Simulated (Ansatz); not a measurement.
# PBE0/cc-pVTZ run of SiH4O (silanol)

What is the energy change on altering one bond length of SiH4O (silanol) at PBE0/cc-pVTZ? 

The calculation is run with Ansatz 0.2.0.

47 further runs of the same task are left out: 47 set aside as unsound or not needed.

## Step 1: The molecule

SiH4O has 6 atoms, charge 0, and is taken as a singlet. SMILES: `O[SiH3]`. The coordinates come from a PBE0-D4/def2-TZVP relaxation.

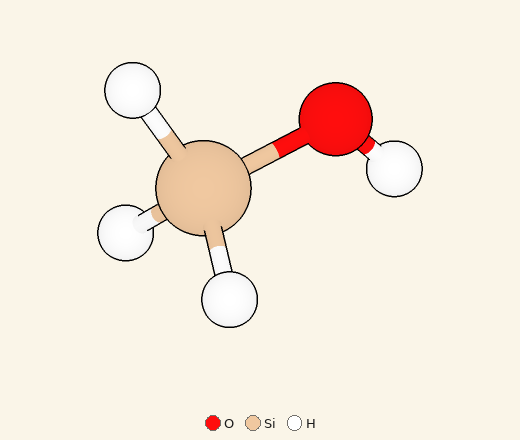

The structure, seen from a chosen angle (oxygen red, silicon light orange, hydrogen white).

## Step 2: The energy at PBE0/cc-pVTZ

File in.yaml:

```yaml
crystal:
  periodic: [false, false, false]
  atoms:
    - {symbol: O, position_ang: [0.636700, -1.030300, 0.419000]}
    - {symbol: Si, position_ang: [-0.035700, 0.346500, -0.187000]}
    - {symbol: H, position_ang: [0.069100, -1.629200, 0.904700]}
    - {symbol: H, position_ang: [-1.128300, 0.045700, -1.152800]}
    - {symbol: H, position_ang: [1.060500, 1.064900, -0.875600]}
    - {symbol: H, position_ang: [-0.602300, 1.202400, 0.891700]}
basis:
  gaussian:
    orbitals: cc-pVTZ
hamiltonian:
  xc: {name: PBE0}
accuracy: high
output:
  orbitals: {seedname: orbitals}
```

Run with:

```console
$ ansatz run in.yaml --threads 1 --pin off --max-ram 3480MiB --events-out events.jsonl --progress --plain --runs-dir runs
```

Output:

```text
Warning: RAYON_NUM_THREADS=1 ignored (pool sized by the plan → 1); use --threads N
Functional definition: PBE0
  name "PBE0"
  parameter a = 0.25
  parameter kappa = 0.804
  parameter beta = 0.06672455060314922
  exchange = (1 - a)*pbe_x(kappa = kappa, mu = beta*pi^2/3) + a*exact_x
  correlation = pbe_c(beta = beta)
2072 factors; integrals over basis functions are off by at most 3.5e-9 eV
mean field evaluation 1: about -9982.3817 eV, gradient 4.9e1 eV
mean field evaluation 2: about -9975.2893 eV, gradient 7.9e1 eV
mean field evaluation 4: about -9986.1541 eV, gradient 9.5e-1 eV
mean field evaluation 8: about -9986.1563 eV, gradient 4.6e-3 eV
mean field evaluation 16: about -9986.1563 eV, gradient 1.2e-7 eV
mean field -9986.15627408 eV, -366.9844742126 hartree, gradient 3.4e-8 eV, S^2 0.000000; 0 other end points of the search recorded, 0 dependent functions left out
reference -9986.15627666 eV, -366.9844743073 hartree; 13, 13 occupied and 107, 107 virtual orbitals, 2072 factors
Total energy: -9986.15627666 eV, -366.9844743073 hartree
```

Run time: 7.2 s. Hardware: 1 thread of Arm Neoverse V1, shared host; peak memory 0.33 GiB.

## Step 3: The distorted shape, same level

File in.yaml:

```yaml
crystal:
  periodic: [false, false, false]
  atoms:
    - {symbol: O, position_ang: [1.317795, -0.311646, -0.163819]}
    - {symbol: Si, position_ang: [0.645395, 1.065154, -0.769819]}
    - {symbol: H, position_ang: [0.069100, -1.629200, 0.904700]}
    - {symbol: H, position_ang: [-0.447205, 0.764354, -1.735619]}
    - {symbol: H, position_ang: [1.741595, 1.783554, -1.458419]}
    - {symbol: H, position_ang: [0.078795, 1.921054, 0.308881]}
basis:
  gaussian: {orbitals: cc-pVTZ}
hamiltonian: {xc: pbe0}
accuracy: high
output: {orbitals: {seedname: orbitals}}
```

Run with:

```console
$ ansatz run in.yaml --threads 1 --pin off --max-ram 3480MiB --events-out events.jsonl --progress --plain --runs-dir runs
```

Output (excerpt; [...] marks lines left out):

```text
Warning: RAYON_NUM_THREADS=1 ignored (pool sized by the plan → 1); use --threads N
[... 7 set-up lines as earlier in the session ...]
2044 factors; integrals over basis functions are off by at most 3.1e-9 eV
mean field evaluation 1: about -9971.0382 eV, gradient 6.1e1 eV
mean field evaluation 2: about -9918.8521 eV, gradient 1.5e2 eV
mean field evaluation 4: about -9980.2384 eV, gradient 1.1e1 eV
mean field evaluation 8: about -9980.5321 eV, gradient 1.9e-1 eV
mean field evaluation 16: about -9980.5291 eV, gradient 2.1e-5 eV
mean field -9980.52907055 eV, -366.7776782970 hartree, gradient 7.3e-8 eV, S^2 0.000000; 0 other end points of the search recorded, 0 dependent functions left out
reference -9980.52907335 eV, -366.7776783999 hartree; 13, 13 occupied and 107, 107 virtual orbitals, 2044 factors
Total energy: -9980.52907335 eV, -366.7776783999 hartree
```

It took 7.8 s on 1 thread of Arm Neoverse V1, shared host; peak memory 0.32 GiB.

## Step 4: Outcome

At PBE0/cc-pVTZ:

| quantity | value |
| --- | --- |
| first shape: total energy | -366.98447 Eh |
| first shape: HOMO energy | -8.68 eV |
| first shape: LUMO energy | 0.23 eV |
| first shape: HOMO–LUMO gap | 8.91 eV |
| distorted shape: total energy | -366.77768 Eh |
| distorted shape: HOMO energy | -8.31 eV |
| distorted shape: LUMO energy | -5.36 eV |
| distorted shape: HOMO–LUMO gap | 2.96 eV |
| energy change with the O1–H3 bond stretched from 0.957 to 2.106 Å | 5.627 eV |

In words: One bond (distorted shape) is far stretched, which a spin-restricted single reference describes badly; a broken-symmetry solution may lie lower. With the O1–H3 bond stretched from 0.957 to 2.106 Å the energy rises by 5.63 eV (130 kcal/mol). A restricted reference can't describe the breaking bond well at this length.
